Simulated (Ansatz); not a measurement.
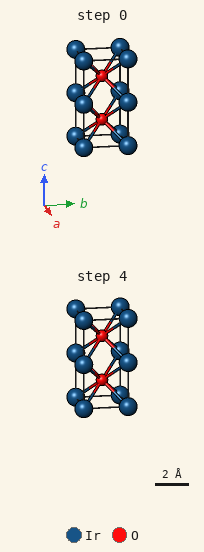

The structure of crystalline IrO (built on the CsCl (B2) type) before (top) and after (bottom) a relaxation, at one scale.

A ball-and-stick model of the cell of the calculation, seen slightly off an axis.

Case: antiferromagnetic, doubled cell, propagation vector (0, 0, 1/2).

Computed with DFT r2SCAN, scalar-relativistic, plane waves, PAW in Ansatz. (plane-wave cutoff 500 eV; k-point mesh 16 × 16 × 8; occupations gaussian; smearing width 0.1 eV; collinear spin; cell and atoms relaxed; force threshold 0.01 eV/Å; at most 60 steps)

> Summarise the run.

Over 3 accepted moves (4 points after the start) the energy falls by 4.7 meV per atom. Pressure: 5.40 GPa at the start and 0.01 GPa at the end. At 1 point the geometry stayed and the basis and grid were re-selected for the new cell (energy shift of 0.3 meV per atom at most each time). The atoms keep their places relative to the cell (all moves are under 0.005 Å). The volume changes by +2.4 %, with a = b 2.786 → 2.795 Å (+0.3 %), c 5.572 → 5.668 Å (+1.7 %). Some distances before and after: Ir–Ir 2.786 → 2.834 Å, Ir–O 2.413 → 2.432 Å, Ir–Ir 2.786 → 2.795 Å. Within 0.06 Å the space group is Pm-3m at the start and Pm-3m at the end; at a tighter tolerance small leftover displacements or strains of the cell lower it. Cost: 6.7 min on 1 thread of Oxide Virtual Turin-like Processor (Zen 5) (shared host), peak memory 0.94 GiB.
